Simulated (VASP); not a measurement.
# Sb2PdPt with optB88-vdW: from relaxation to properties

Wanted: the relaxed cell of Sb2PdPt and its properties. The steps: rough relaxation of the start cell, full relaxation (optB88-vdW), single point with fields (optB88-vdW), band structure (optB88-vdW), total and projected DOS (optB88-vdW), zone-centre phonons (optB88-vdW), volume scan with optB88-vdW, fit for optB88-vdW and relaxing the atoms (optB88-vdW), changed input. The cell is invented: it takes the structure of a Materials Project entry for Bi2PdPt (space group 164 there), with some of its atoms replaced by other elements, volume scaled by an estimate. It may not be a known or stable phase. The atoms of the start are displaced at random from the sites of a P-3m1 cell.

Calculated with VASP 6.6.1; optB88-vdW; plane waves and PAW (Pt, Sb, Pd); invented cell.

## (1) The structure

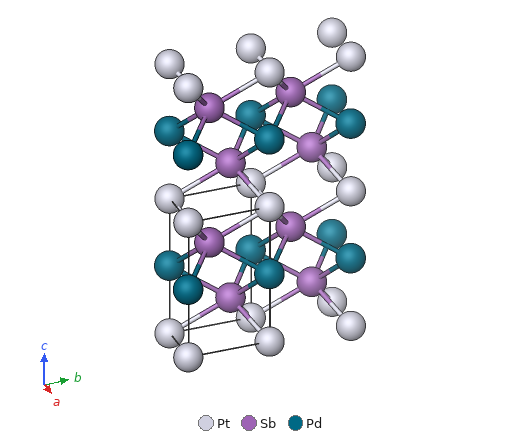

The cell as given, slightly off an axis (platinum light grey, antimony purple, palladium blue). 1×2×2 cells are drawn. Bonds to atoms that aren't drawn are left out. Some periodic images of atoms are drawn too.

As a file:

```xyz
4
Lattice="4.0457 0.0000 0.0000 -2.0228 3.5036 0.0000 0.0000 0.0000 5.2577" Properties=species:S:1:pos:R:3 pbc="T T T"
Pt   -0.0400   -0.0081   -0.0153
Sb   -0.0097    2.3434    1.2910
Sb    1.9989    1.1671    3.9610
Pd    0.0037   -0.0245    2.6400
```

## (2) Rough relaxation of the start cell

The start is only an estimate, so a cheap relaxation brings it near a minimum before any careful run. optB88-vdW pairs nonlocal correlation with a B88-type exchange refitted to the binding of molecular dimers. LUSE_VDW switches on a nonlocal correlation term for dispersion.

INCAR

```
SYSTEM = Sb2PdPt
PREC = Normal
ENCUT = 400
EDIFF = 1E-05
NELM = 60
ISMEAR = -1
SIGMA = 0.05
LREAL = .FALSE.
ALGO = Fast
GGA = BO
AGGAC = 0
LUSE_VDW = .TRUE.
PARAM1 = 0.1833333333
PARAM2 = 0.22
LASPH = .TRUE.
NBANDS = 21
LORBIT = 11
LWAVE = .FALSE.
LCHARG = .FALSE.
KPAR = 2
IBRION = 2
NSW = 40
ISIF = 3
EDIFFG = -0.04
```

POSCAR

```
Sb2PdPt
1.0
    4.0456520000      0.0000000000      0.0000000000
   -2.0228260000      3.5036380000      0.0000000000
    0.0000000000      0.0000000000      5.2576890000
Pt Sb Pd
1 2 1
Direct
   -0.0110310000     -0.0023080000     -0.0029010000
    0.3320250000      0.6688420000      0.2455540000
    0.6606320000      0.3331010000      0.7533680000
   -0.0025890000     -0.0069920000      0.5021230000
```

KPOINTS

```
Automatic mesh
0
Gamma
5 5 3
0 0 0
```

Potentials, in the order of the species: Pt, Sb and Pd (PBE family, release 64).

Started as:

```bash
> mpirun -np 2 vasp_std
```

What it wrote:

```text
[banner, memory and clock lines left out]
running    2 mpi-ranks, on    1 nodes
 distrk:  each k-point on    1 cores,    2 groups
 distr:  one band on    1 cores,    1 groups

 POSCAR found type information on POSCAR PtSbPd
 POSCAR found :  3 types and       4 ions
|                                                                             |
|               ----> ADVICE to this user running VASP <----                  |
|                                                                             |
|     You have switched on vdW-DFT.                                           |
|     This routine was written and supplied by Jiri Klimes. We recommend      |
|     that you carefully read and cite the following publications:            |
|       J. Klimes, D.R. Bowler, A. Michelides                                 |
|          J. Phys.: Cond Matt. 22 022201 (2010)                              |
|       J. Klimes, D.R. Bowler, A. Michelides                                 |
|          Phys. Rev. B. 83, 195131 (2011)                                    |
|     and references therein.                                                 |
|                                                                             |

|                                                                             |
|               ----> ADVICE to this user running VASP <----                  |
|                                                                             |
|     You enforced a specific xc type in the INCAR file but a different       |
|     [... a line on the potential file left out ...]
|     I HOPE YOU KNOW WHAT YOU ARE DOING!                                     |
|                                                                             |

 LDA part: xc-table for (Slater+PW92), standard interpolation
 POSCAR, INCAR and KPOINTS ok, starting setup
 FFT: planning ... GRIDC
 FFT: planning ... GRID_SOFT
 FFT: planning ... GRID
 WAVECAR not read
 entering main loop
       N       E                     dE             d eps       ncg     rms          rms(c)
DAV:   1     0.159452834710E+03    0.15945E+03   -0.11058E+04  1636   0.101E+03
DAV:   2    -0.531100092323E+01   -0.16476E+03   -0.15646E+03  1860   0.232E+02
DAV:   3    -0.112866197919E+02   -0.59756E+01   -0.58843E+01  1844   0.475E+01
DAV:   4    -0.113520608676E+02   -0.65441E-01   -0.65325E-01  1829   0.550E+00
DAV:   5    -0.113532512803E+02   -0.11904E-02   -0.11903E-02  1872   0.767E-01    0.141E+01
RMM:   6    -0.110054811179E+02    0.34777E+00   -0.10360E+00  1596   0.643E+00    0.766E+00
RMM:   7    -0.109204879849E+02    0.84993E-01   -0.16995E-01  1596   0.251E+00    0.325E+00
RMM:   8    -0.108969996203E+02    0.23488E-01   -0.63547E-02  1596   0.168E+00    0.459E-01
RMM:   9    -0.108956935540E+02    0.13061E-02   -0.10073E-02  1596   0.700E-01    0.193E-01
RMM:  10    -0.108958259891E+02   -0.13244E-03   -0.20151E-03  1603   0.284E-01    0.747E-02
RMM:  11    -0.108958594407E+02   -0.33452E-04   -0.42171E-04  1624   0.131E-01    0.348E-02
RMM:  12    -0.108958708548E+02   -0.11414E-04   -0.10386E-04  1508   0.605E-02    0.156E-02
RMM:  13    -0.108958717200E+02   -0.86519E-06   -0.20295E-05  1081   0.282E-02
   1 F= -.10895872E+02 E0= -.10891443E+02  d E =-.108959E+02
 curvature:   0.00 expect dE= 0.000E+00 dE for cont linesearch  0.000E+00
 trial: gam= 0.00000 g(F)=  0.372E-01 g(S)=  0.423E+01 ort = 0.000E+00 (trialstep = 0.100E+01)
 search vector abs. value=  0.426E+01
 bond charge predicted
       N       E                     dE             d eps       ncg     rms          rms(c)
DAV:   1    -0.458249923044E+02   -0.34929E+02   -0.65533E+02  1601   0.207E+02    0.776E+01
RMM:   2    -0.117543953247E+02    0.34071E+02   -0.98332E+01  1596   0.683E+01    0.359E+01
RMM:   3    -0.110430964634E+02    0.71130E+00   -0.47109E+00  1596   0.120E+01    0.249E+01
RMM:   4    -0.107071849756E+02    0.33591E+00   -0.17037E+00  1597   0.747E+00    0.215E+01
RMM:   5    -0.103131212288E+02    0.39406E+00   -0.14192E+00  1599   0.549E+00    0.393E+00
RMM:   6    -0.102799329771E+02    0.33188E-01   -0.30607E-01  1597   0.320E+00    0.258E+00
RMM:   7    -0.102774652108E+02    0.24678E-02   -0.33358E-02  1602   0.900E-01    0.124E+00
RMM:   8    -0.102772801971E+02    0.18501E-03   -0.86879E-03  1599   0.505E-01    0.500E-01
RMM:   9    -0.102772659140E+02    0.14283E-04   -0.45025E-03  1632   0.354E-01    0.778E-02
RMM:  10    -0.102773437494E+02   -0.77835E-04   -0.10381E-03  1672   0.156E-01    0.404E-02
RMM:  11    -0.102773601309E+02   -0.16381E-04   -0.20029E-04  1639   0.691E-02    0.138E-02
RMM:  12    -0.102773627741E+02   -0.26433E-05   -0.35606E-05  1200   0.320E-02
   2 F= -.10277363E+02 E0= -.10258683E+02  d E =0.618509E+00
[... from here on, the cycles between the ionic steps are left out ...]
   3 F= -.11586050E+02 E0= -.11576606E+02  d E =-.690179E+00
   4 F= -.11588560E+02 E0= -.11579455E+02  d E =-.692688E+00
   5 F= -.11588709E+02 E0= -.11579743E+02  d E =-.692838E+00
   6 F= -.11591308E+02 E0= -.11581990E+02  d E =-.259859E-02
   7 F= -.11592192E+02 E0= -.11582628E+02  d E =-.348260E-02
   8 F= -.11592118E+02 E0= -.11582016E+02  d E =-.340858E-02
   9 F= -.11592456E+02 E0= -.11582684E+02  d E =-.374664E-02
  10 F= -.11592450E+02 E0= -.11582614E+02  d E =-.374044E-02
  11 F= -.11592461E+02 E0= -.11582623E+02  d E =-.375122E-02
 curvature:  -0.68 expect dE=-0.519E-03 dE for cont linesearch -0.435E-06
 trial: gam= 0.20661 g(F)=  0.527E-03 g(S)=  0.236E-03 ort =-0.499E-04 (trialstep = 0.110E+01)
 search vector abs. value=  0.909E-03
 bond charge predicted
       N       E                     dE             d eps       ncg     rms          rms(c)
DAV:   1    -0.115939675380E+02   -0.15018E-02   -0.19606E-01  1596   0.248E+00    0.232E-01
RMM:   2    -0.115932577358E+02    0.70980E-03   -0.79366E-03  1596   0.601E-01    0.118E-01
RMM:   3    -0.115930666210E+02    0.19111E-03   -0.11358E-03  1596   0.238E-01    0.449E-02
RMM:   4    -0.115930470892E+02    0.19532E-04   -0.20120E-04  1596   0.956E-02    0.300E-02
RMM:   5    -0.115930345810E+02    0.12508E-04   -0.55667E-05  1552   0.490E-02    0.140E-02
RMM:   6    -0.115930339784E+02    0.60263E-06   -0.13416E-05   933   0.242E-02
  12 F= -.11593034E+02 E0= -.11583200E+02  d E =-.573432E-03
 trial-energy change:   -0.000573  1 .order   -0.000532   -0.000826   -0.000238
 step:   1.3850(harm=  1.5397)  dis= 0.00390  next Energy=   -11.593066 (dE=-0.605E-03)
 reached required accuracy - stopping structural energy minimisation
```

It took 91 s on 2 MPI ranks of Intel Xeon 6975P-C (Granite Rapids), shared host; peak memory 0.57 GiB; 3 min of CPU time.

Lines that name or quote the potential files are left out of all logs, and their timing lines are given in words.

From OUTCAR (step 2):

```text
ion  position               nearest neighbor table
   1  0.989  0.998  0.997-   4 2.60   2 2.65   3 2.66   4 2.66   3 2.66   3 2.68   2 2.69   2 2.69

  LATTYP: Found a hexagonal cell.
 ALAT       =     4.0456520000
 C/A-ratio  =     1.2995900290

 Subroutine GETGRP returns: Found  1 space group operations
 (whereof  1 operations were pure point group operations)

The static configuration has the point symmetry C_1 .

 Found     38 irreducible k-points:

   k-points           NKPTS =     38   k-points in BZ     NKDIM =     38   number of bands    NBANDS=     21

   dimension x,y,z NGX =    20 NGY =   20 NGZ =   28
   dimension x,y,z NGXF=    40 NGYF=   40 NGZF=   56

   ENCUT  =  400.0 eV  29.40 Ry    5.42 a.u.   6.60  6.60  8.57*2*pi/ulx,y,z

   NELECT =      30.0000    total number of electrons

 k-points in reciprocal lattice and weights: Automatic mesh
   0.00000000  0.00000000  0.00000000       0.013
   0.20000000 -0.00000000  0.00000000       0.027
   0.00000000  0.20000000  0.00000000       0.027
  -0.20000000  0.20000000  0.00000000       0.027
   0.40000000 -0.00000000  0.00000000       0.027
   0.00000000  0.40000000  0.00000000       0.027
  -0.40000000  0.40000000  0.00000000       0.027
   0.20000000  0.20000000  0.00000000       0.027
  -0.20000000  0.40000000  0.00000000       0.027
[...]
0.20000000  0.40000000  0.33333333       0.027
  -0.40000000 -0.40000000  0.33333333       0.027

 average (electrostatic) potential at core
       1 -65.3911       2 -84.3295       3 -84.3290       4 -71.9730

 E-fermi :   8.8748

 k-point     1 :       0.0000    0.0000    0.0000
  band No.  band energies     occupation
    ...
      8       5.0372      2.00000
      9       5.7623      2.00000
     10       5.7635      2.00000
     11       6.8735      2.00000
     12       6.8760      2.00000
     13       9.1355      0.01080
     14       9.1554      0.00728
     15       9.2619      0.00087
     16      11.2428      0.00000
     17      11.8215      0.00000
    ...

 k-point     2 :       0.2000   -0.0000    0.0000
  band No.  band energies     occupation
    ...
     10       5.8842      2.00000
     11       6.8213      2.00000
     12       6.8761      2.00000
     13       7.1549      2.00000
     14       8.3686      1.99992
     15       8.9759      0.23379
     16      10.1534      0.00000
     17      11.4052      0.00000
     18      12.1684      0.00000
     19      13.0738      0.00000
    ...

 k-point     3 :       0.0000    0.2000    0.0000
  band No.  band energies     occupation
    ...
     10       5.8841      2.00000
     11       6.8236      2.00000
     12       6.8739      2.00000
     13       7.1668      2.00000
     14       8.3559      1.99994
     15       8.9787      0.22251
     16      10.1459      0.00000
     17      11.4061      0.00000
     18      12.1709      0.00000
     19      13.0726      0.00000
    ...

Total vdW correction in eV:      5.6550786

  Total       -0.0251311     -0.0031352     -0.0695864     -0.0148493      0.0046575      0.0071520
  in kB       -0.4714779     -0.0588196     -1.3054924     -0.2785835      0.0873778      0.1341774
  external PRESSURE =      -0.6119300 kB  Pullay stress =       0.0000000 kB

  energy-cutoff  :      400.00
  volume of cell :       85.40
      direct lattice vectors                 reciprocal lattice vectors
     4.212452785  0.002411782 -0.000903159     0.237312944  0.137028229  0.000061654
    -2.104137108  3.644059102  0.000104554    -0.000157058  0.274328571  0.000025072
    -0.001151018 -0.000508943  5.561561081     0.000038541  0.000017095  0.179805641

 POSITION                                       TOTAL-FORCE (eV/Angst)
 -----------------------------------------------------------------------------------
      2.07875      3.64530      5.55924         0.020344     -0.022158     -0.015554
     -0.01669      2.42430      1.35694        -0.002228      0.003619     -0.004298
      2.08424      1.20812      4.19844         0.011256      0.010842      0.006750
      2.10295      3.63356      2.77658        -0.029372      0.007696      0.013102
 -----------------------------------------------------------------------------------
    total drift:                               -0.000093     -0.002910      0.000453

  FREE ENERGIE OF THE ION-ELECTRON SYSTEM (eV)
  ---------------------------------------------------
  free  energy   TOTEN  =       -11.5930339784 eV

  energy  without entropy=      -11.5733663285  energy(sigma->0) =      -11.58320015

Total vdW correction in eV:      5.6551449

 reached required accuracy - stopping structural energy minimisation

 total charge
# of ion       s       p       d       tot
------------------------------------------
    1        0.673   0.533   8.163   9.369
    2        1.177   1.136   0.062   2.375
    3        1.177   1.136   0.061   2.375
    4        0.440   0.456   8.621   9.517
--------------------------------------------------
tot          3.468   3.260  16.907  23.635

[... 3 further parts left out ...]
```

CONTCAR:

```
Sb2PdPt
   1.00000000000000
     4.2124527847014503    0.0024117824831565   -0.0009031589632243
    -2.1041371076319910    3.6440591019427822    0.0001045537326814
    -0.0011510177937423   -0.0005089434543717    5.5615610810762179
  Pt              Sb              Pd
     1     2     1
Direct
     0.9931652109443759    0.9998230401522286    0.9997250308392683
     0.3283205201828507    0.6650907487112103    0.2440264130064139
     0.6604215739378340    0.3311994119066380    0.7550044015035046
     0.9971296949349376    0.9965297992299242    0.4993881546508098
```

The k-mesh is coarse for a metal. This relaxation is a rough one on cheap settings, only to bring the start near its minimum. The PAW data sets were made with PBE, which is usual practice but a small mismatch for other functionals. After so large a change of volume the plane waves of the start cell no longer fit, so the final stress carries a basis-set error.

Relaxation path:

```tsv
step	energy less that of the first step (eV)	largest force (eV/Å)	pressure (GPa)	volume (Å³)
1	0.0000	0.5522	23.15	74.53
2	0.6185	0.3615	-14.68	107.47
3	-0.6902	0.1578	-1.08	86.16
4	-0.6927	0.1508	-0.28	85.57
5	-0.6928	0.1480	-0.01	85.34
6	-0.6954	0.0885	0.05	85.30
7	-0.6963	0.0545	0.09	85.28
8	-0.6962	0.1077	0.22	85.23
9	-0.6966	0.0673	0.16	85.26
10	-0.6966	0.0808	0.13	85.25
11	-0.6966	0.0708	0.09	85.25
12	-0.6972	0.0339	-0.06	85.40
```

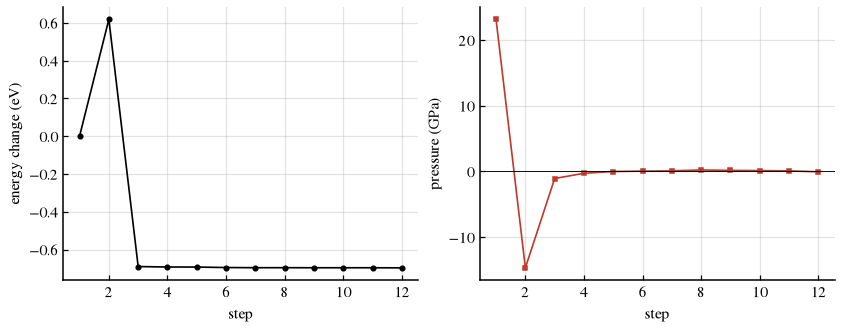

Energy and pressure along the relaxation.

```tsv
cell as run	before	after	change
a (Å)	4.046	4.212	+4.1 %
b (Å)	4.046	4.208	+4.0 %
c (Å)	5.258	5.562	+5.8 %
β (°)	90.00	90.02	+0.0 %
γ (°)	120.00	119.97	-0.0 %
volume (Å³/atom)	18.63	21.35	+14.6 %
```

The atoms that moved most (Å, as changes of fractional coordinates times the final cell):

```tsv
atom	dx	dy	dz	length
Pd4	-0.009	0.013	-0.015	0.022
Pt1	0.013	0.008	0.015	0.021
Sb2	-0.008	-0.014	-0.008	0.018
Sb3	0.003	-0.007	0.009	0.012
```

The relaxed structure:

```
Pt Sb Pd
1.0
     4.21245    0.00241   -0.00090
    -2.10414    3.64406    0.00010
    -0.00115   -0.00051    5.56156
Pt Sb Pd
1 2 1
Direct
  0.99317 0.99982 0.99973
  0.32832 0.66509 0.24403
  0.66042 0.33120 0.75500
  0.99713 0.99653 0.49939
```

Numbers from this step:

```yaml
electrons: 30
bands: 21
irreducible_k_points: 38
symmetry_operations: 1
free_energy_toten: -11.59 eV
energy_at_zero_smearing: -11.58 eV
fermi_energy: 8.875 eV
pressure: -0.06119 GPa
metallic: yes
scf_cycles_over_all_ionic_steps: 80
```

It ends with a largest force of 0.034 eV/Å and a pressure of -0.06 GPa.

[end of part 1 of 6]

[Lines on the potential files, build, host, timing and source positions are cut from VASP's logs without a mark.]

[Logs are printed without paths, hosts, clocks, repeated set-up lines and the standing remarks that a program may print on its own settings, such as how far it seeks lower states.]

[Hosts, paths, dates, database ids (printed as entryN), source tags and the programs' standing remarks are cut or masked in the printed files.]

[A measured line is paired with the nearest computed mode of its activity, which favours agreement.]

[In band tables of VASP the shares of atoms and orbitals are scaled to a sum of 1 inside the atoms' spheres.]
